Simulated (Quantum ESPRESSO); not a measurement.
# Energy and gap at +3 % biaxial strain: 1T-GeBr2, 1 layer

**Set-up.** Quantum ESPRESSO 7.5 driven by ASE, PBE, GBRV ultrasoft, ESM (bc1); atomic heights clamped; cell area 14.370 Å² at zero strain.

```tsv
strain (%)	energy (meV a cell)	gap on the mesh (eV)
−3	42.16	2.338
−1.5	9.84	2.345
0	0.00	2.346
+1.5	10.32	2.342
```

**Question.** What are energy and gap at +3 %, and how stiff is the sheet?

**Worked estimate.** About zero, E'' = (9.84 + 10.32 − 2 × 0.00)/1.5² = 8.96 meV per %² and E' = (10.32 − 9.84)/3 = 0.16 meV per %. With E = A K ε², where K = (C11 + C22)/2 + C12 (C11 + C12 for a hexagonal sheet), K = 8.96 × 10/(2 × 14.370) × 16.02 = 50 N/m. The parabola gives E(+3 %) = 0.00 + 3 × (0.16) + 4.5 × 8.96 = 40.8 meV. Continuing the last slope, the gap is 2 × 2.342 − 2.346 = 2.338 eV.

**The withheld run.** E = 38.7 meV and the gap 2.321 eV. The parabola misses by +2.1 meV, too high, since bonds soften under tension. The gap's line misses by +0.017 eV.

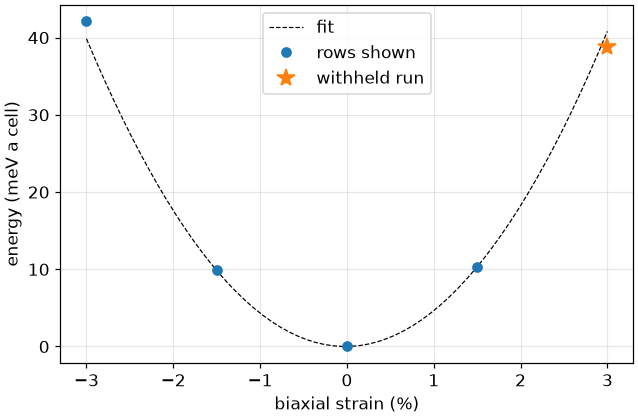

The rows shown, the fit and the withheld run.

**Limits.** Clamped heights stiffen sheets with several planes. Semilocal gap, no spin-orbit coupling.

[Logs are printed without paths, hosts, clocks, repeated set-up lines and the standing remarks that a program may print on its own settings, such as how far it seeks lower states.]
